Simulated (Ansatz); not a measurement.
# Run report: CH$_{2}$BrFO$_{2}$Si, single-point calculation

System: CH$_{2}$BrFO$_{2}$Si.
Method: RKS CAM-B3LYP-D4/def2-TZVPP (Ansatz 0.2.0).

The geometry comes from this level: PBE0-D4/def2-TZVP.

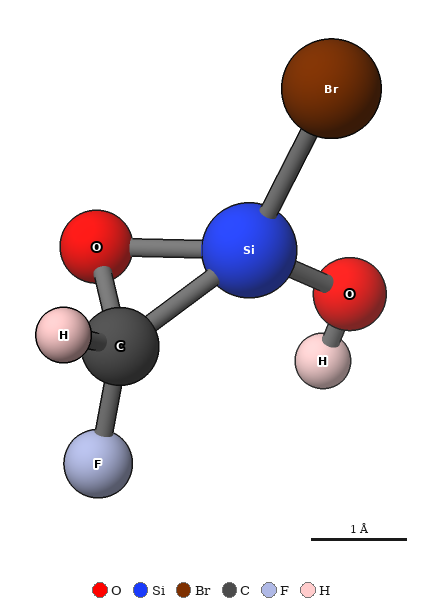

The input geometry (ball-and-stick view, seen at a tilt). Bond lengths as drawn: Br–Si 2.17 Å, C–F 1.36 Å, C–H 1.09 Å, C–O 1.46 Å, C–Si 1.80 Å, H–O 0.96 Å and O–Si 1.62 to 1.65 Å.

**Input file**
```yaml
crystal:
  periodic: [false, false, false]
  atoms:
    - {symbol: O, position_ang: [0.872799, -0.369993, -1.674067]}
    - {symbol: Si, position_ang: [0.697609, -0.056765, -0.097859]}
    - {symbol: Br, position_ang: [2.644054, -0.318479, 0.832131]}
    - {symbol: O, position_ang: [-0.232004, 1.218533, 0.376187]}
    - {symbol: C, position_ang: [-0.878038, -0.022662, 0.780781]}
    - {symbol: F, position_ang: [-2.042843, -0.219788, 0.106195]}
    - {symbol: H, position_ang: [0.102154, -0.221734, -2.229770]}
    - {symbol: H, position_ang: [-1.071629, -0.066313, 1.850602]}
basis:
  gaussian: {orbitals: def2-TZVPP}
hamiltonian: {xc: {name: CAM-B3LYP}, dispersion: d4}
output: {orbitals: {seedname: orbitals}}
```

Machine: 4 threads of Arm Neoverse V2, 23 GiB of memory available, shared host.

Run as:
```bash
ansatz run in.yaml --threads 4 --pin off --events-out ev --progress --plain --max-ram 10444MiB
```

**Log**
```
Functional definition: CAM-B3LYP
  name "CAM-B3LYP"
  cite "Yanai, Tew & Handy, Chem. Phys. Lett. 393, 51 (2004) doi:10.1016/j.cplett.2004.06.011"
  cite "Iikura, Tsuneda, Yanai & Hirao, J. Chem. Phys. 115, 3540 (2001) doi:10.1063/1.1383587"
  cite "Becke, Phys. Rev. A 38, 3098 (1988) doi:10.1103/PhysRevA.38.3098"
  cite "Lee, Yang & Parr, Phys. Rev. B 37, 785 (1988) doi:10.1103/PhysRevB.37.785"
  cite "Vosko, Wilk & Nusair, Can. J. Phys. 58, 1200 (1980) doi:10.1139/p80-159"
  parameter alpha = 0.19
  parameter beta = 0.46
  parameter omega = 0.33/bohr
  parameter ac = 0.81
  # Exact exchange under (alpha + beta erf(omega r))/r, Becke's under what is left of 1/r.
  exchange = (1 - alpha - beta)*b88_x + beta*b88_x_sr(omega) + alpha*exact_x + beta*exact_x_lr(omega)
  correlation = (1 - ac)*vwn5_c + ac*lyp_c
1460 factors; their error is unknown
291 factors; integrals over basis functions are off by at most 1.9e-5 eV
mean field evaluation 1: about -85803.8545 eV, gradient 6.9e1 eV
mean field evaluation 2: about -85797.3327 eV, gradient 9.4e1 eV
mean field evaluation 4: about -85811.2866 eV, gradient 4.4e0 eV
mean field evaluation 8: about -85811.6567 eV, gradient 4.8e-1 eV
mean field evaluation 16: about -85811.6569 eV, gradient 8.0e-5 eV
mean field -85811.65694079 eV, -3153.5202273438 hartree, gradient 8.0e-5 eV, S^2 0.000000; 0 other end points of the search recorded, 0 dependent functions left out
reference -85811.65706064 eV, -3153.5202317481 hartree; 41, 41 occupied and 201, 201 virtual orbitals, 1460 factors
Total energy: -85811.84891839 eV, -3153.5272823904 hartree
```

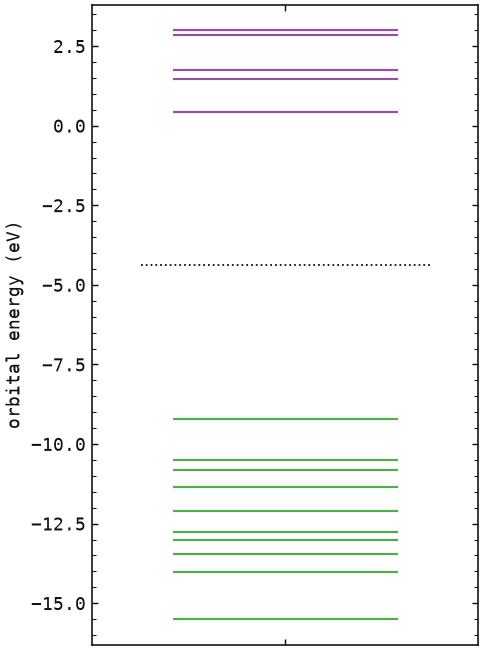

Orbital energies near the frontier; the dotted line parts filled from empty levels, and levels within 0.02 eV of each other stand side by side. Highest filled −9.21 eV, lowest empty 0.43 eV, 9.64 eV apart.

**Results in brief**

- outcome: converged
- total energy: −85811.8489 eV
- mean-field energy: −85811.6571 eV
- dispersion energy: −0.1919 eV
- SCF solution under orbital rotations: stable
- HOMO: −9.21 eV
- LUMO: 0.43 eV
- wall time: 5 s (CPU time 19 s)
- peak memory: 0.89 GiB
